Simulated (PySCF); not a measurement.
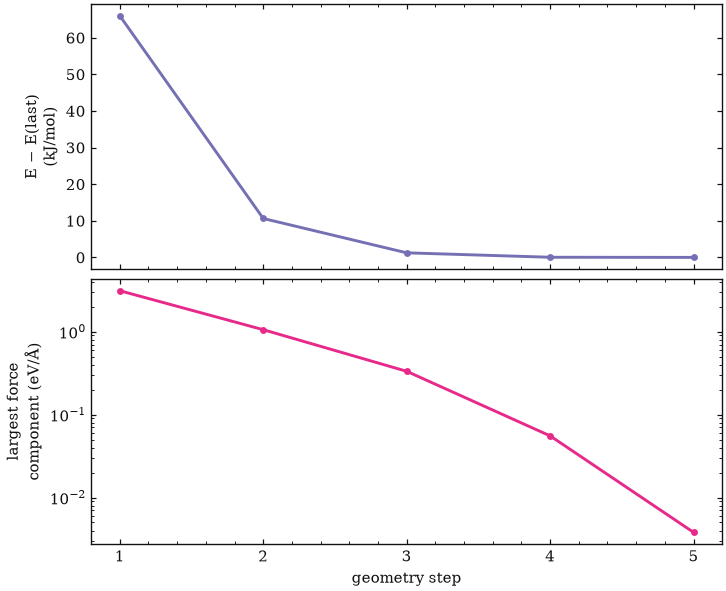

History of a geometry optimisation. The start has point group D3h, which is kept. A held symmetry can leave a saddle point.

System: BrSe₃ molecule (charge +1).
Method: PySCF, RKS-based PBE, Br def2-SVP, Se def2-SVP; non-relativistic Hamiltonian; density fitting.

**How did it end, and what did it gain?**

The optimisation met its thresholds at geometry 5, counting the start as the first. The energy fell by about 66 kJ/mol from the first step to the last. The largest force component goes from about 3.1 eV/Å at the start to 4 × 10⁻³ eV/Å at the end.
